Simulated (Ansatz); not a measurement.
Relaxed BN (wurtzite):

```xyz
8
Lattice="5.0879 0.0000 0.0000 -1.2720 2.2031 0.0000 0.0000 0.0000 4.2077" Properties=species:S:1:pos:R:3 pbc="T T T"
B      1.2720     0.7344     4.2073
B      3.8160     0.7344     4.2073
B      0.0000     1.4688     2.1034
B      2.5440     1.4688     2.1034
N      1.2720     0.7344     2.6311
N      3.8160     0.7344     2.6311
N      0.0000     1.4688     0.5272
N      2.5440     1.4688     0.5272
```

The atoms are displaced by Q × the pattern below (from a DFPT mode at M = (0.5, 0.0, 0.0), largest move 1; Q in Å), at fixed cell. (q is in reciprocal vectors of the primitive cell; the cell shown is doubled to hold the pattern.)

```
atom       x       y       z
----  ------  ------  ------
B1     0.329   0.190   0.646
B2    -0.329  -0.190  -0.646
B3    -0.329  -0.190   0.646
B4     0.329   0.190  -0.646
N5     0.714   0.412  -0.566
N6    -0.714  -0.412   0.566
N7    -0.714  -0.412  -0.566
N8     0.714   0.412   0.566
```

All values below come from r2SCAN (plane waves to 500 eV, PAW, scalar-relativistic; Ansatz, a first-principles code). k mesh 15×15×8 (Γ-centred), Fermi-Dirac smearing 0.05 eV. Energies are smeared free energies. BN was relaxed with its symmetry unable to fall. ΔE is measured from the undisplaced structure.

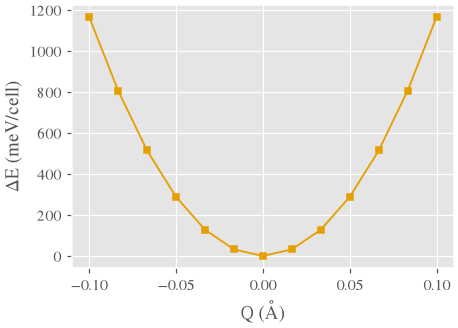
*ΔE (meV/cell) against Q (Å); computed points joined by lines.*

Q: What is the energy change at Q = 0.100 Å?

A: About 1200 meV/cell.

Q: What harmonic wavenumber does the curvature at Q = 0 give?

A: About 880 cm⁻¹.

(A displaced cell: forces are minus the slopes of the energy, force constants its curvatures, and phonons follow from these.)
